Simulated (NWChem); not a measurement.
# wB97X/cc-pVDZ run of BNH4 (SMILES BN)

Aim: the vertical ionisation energy of BNH4 at wB97X/cc-pVDZ, from 2 runs. 

The calculation is run with NWChem 7.3.0.

10 further runs of the same task are left out: 10 set aside as unsound or not needed.

## Step 1: The system as given

BNH4 has 6 atoms, charge 0, and is taken as a singlet. As SMILES, `BN`. The shape is that of a PBE0-D4/def2-TZVP optimisation.

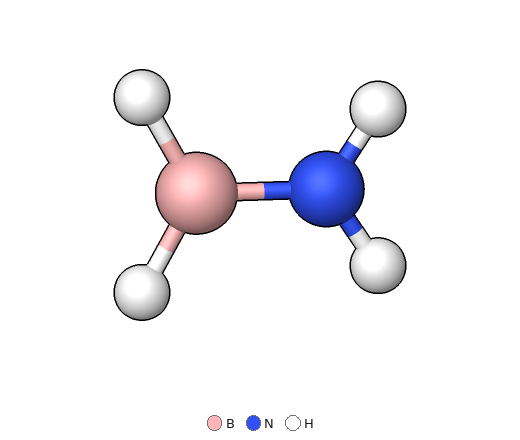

Viewed from a chosen angle; boron pink, nitrogen blue, hydrogen white.

## Step 2: The energy at wB97X/cc-pVDZ

File bh4n.xyz:

```xyz
6
BH4N
B     -0.128200    -0.679600    -0.025600
N      0.146100     0.677400     0.010800
H      0.225800    -1.368000     0.887500
H     -0.712000    -1.128700    -0.969200
H     -0.121600     1.313700    -0.720800
H      0.632000     1.121400     0.771300
```

File bh4n.nw:

```
start bh4n
title "BH4N"
memory total 2200 mb
geometry noautosym nocenter noautoz
   load format xyz bh4n.xyz
end
basis spherical bse
   B library cc-pVDZ
   N library cc-pVDZ
   H library cc-pVDZ
end
dft
   xc wb97x
   grid fine
   convergence energy 0.01
   maxiter 100
   mulliken
   noprint "final vectors analysis"
end
task dft energy
```

On the command line:

```sh
$ nwchem bh4n.nw > bh4n.out
```

Log:

```text
[...]
          Wavefunction type:  closed shell.
          No. of atoms     :     6
          No. of electrons :    16
[...]
          Charge           :     0
          Spin multiplicity:     1
[...]
          AO basis - number of functions:    48
[...]
              XC Information
              --------------
                       wb97x  Method XC Functional
                     Hartree-Fock (Exact) Exchange  1.000
                         wb97x Exchange Functional  1.000
                      wb97x Correlation Functional  1.000
[...]
 d= 0,ls=0.0,diis     1    -81.9878404532 -1.14D+02  7.61D-03  2.11D-01     2.2
[...]
 d= 0,ls=0.0,diis     7    -82.0149824804 -5.13D-08  3.12D-06  8.27D-09    15.1
         Total DFT energy =      -82.014982480445
      One electron energy =     -173.460011603481
           Coulomb energy =       71.588805765184
    Exchange-Corr. energy =      -12.459872030829
 Nuclear repulsion energy =       32.316095388681
[...]
      Total Density - Mulliken Population Analysis
     ---------------------------------------------
    Atom       Charge   Shell Charges
 -----------   ------   -------------------------------------------------------
    1 B    5     5.08   2.01  0.57  0.35  1.57  0.47  0.11
    2 N    7     6.98   2.01  0.73  0.51  2.48  1.24  0.01
    3 H    1     1.06   0.75  0.30  0.01
    4 H    1     1.06   0.75  0.30  0.01
    5 H    1     0.90   0.73  0.11  0.06
    6 H    1     0.90   0.73  0.11  0.06
[...]
```

Run time: 17 s. Hardware: 1 thread of AMD EPYC 7R43 (Zen 3), shared host; peak memory 0.1 GiB.

## Step 3: The doublet cation, same level

File bh4n.nw:

```
start bh4n
title "BH4N"
memory total 2200 mb
charge 1

geometry noautosym nocenter noautoz
  B       -0.128200      -0.679600      -0.025600
  N        0.146100       0.677400       0.010800
  H        0.225800      -1.368000       0.887500
  H       -0.712000      -1.128700      -0.969200
  H       -0.121600       1.313700      -0.720800
  H        0.632000       1.121400       0.771300
end

basis "ao basis" spherical bse
  * library cc-pVDZ
end

dft
  xc wb97x
  mult 2
  grid fine
  convergence energy 0.01
  maxiter 100
  mulliken
  noprint "final vectors analysis"
end

task dft energy
```

On the command line:

```sh
$ nwchem bh4n.nw > bh4n.out
```

Log:

```text
[...]
          Wavefunction type:  spin polarized.
          No. of atoms     :     6
          No. of electrons :    15
[...]
          Charge           :     1
          Spin multiplicity:     2
[...]
          AO basis - number of functions:    48
[...]
              XC Information
              --------------
                       wb97x  Method XC Functional
                     Hartree-Fock (Exact) Exchange  1.000
                         wb97x Exchange Functional  1.000
                      wb97x Correlation Functional  1.000
[...]
 d= 0,ls=0.0,diis     1    -81.3482720878 -1.14D+02  1.24D-02  5.51D-01     2.9
[...]
 d= 0,ls=0.5,diis    13    -81.6016123998 -2.32D-07  4.56D-06  5.03D-08    32.9
[...]
         Total DFT energy =      -81.601612446141
      One electron energy =     -167.988906808512
           Coulomb energy =       66.248652275599
    Exchange-Corr. energy =      -12.177453301909
 Nuclear repulsion energy =       32.316095388681
[...]
      Total Density - Mulliken Population Analysis
     ---------------------------------------------
    Atom       Charge   Shell Charges
 -----------   ------   -------------------------------------------------------
    1 B    5     4.99   2.01  0.63  0.37  1.53  0.35  0.10
    2 N    7     6.61   2.01  0.79  0.55  2.38  0.88  0.02
    3 H    1     0.91   0.73  0.16  0.02
    4 H    1     0.91   0.73  0.16  0.02
    5 H    1     0.79   0.69  0.04  0.06
    6 H    1     0.79   0.69  0.04  0.06
[...]
      <S2> =      0.7527 (Exact =     0.7500)
[...]
```

It took 37 s on 1 thread of AMD EPYC 7R43 (Zen 3), shared host; peak memory 0.11 GiB.

## Step 4: Outcome

Level: wB97X/cc-pVDZ.

| quantity | value |
| --- | --- |
| singlet BNH4: total energy | -82.01498 Eh |
| singlet BNH4: dipole moment | 2.11 D |
| doublet cation: total energy | -81.60161 Eh |
| doublet cation: ⟨S²⟩ | 0.753 |
| vertical ionisation energy (to the doublet cation) | 11.248 eV |

**Reading.** Removing an electron at fixed nuclei costs 11.25 eV (259 kcal/mol).
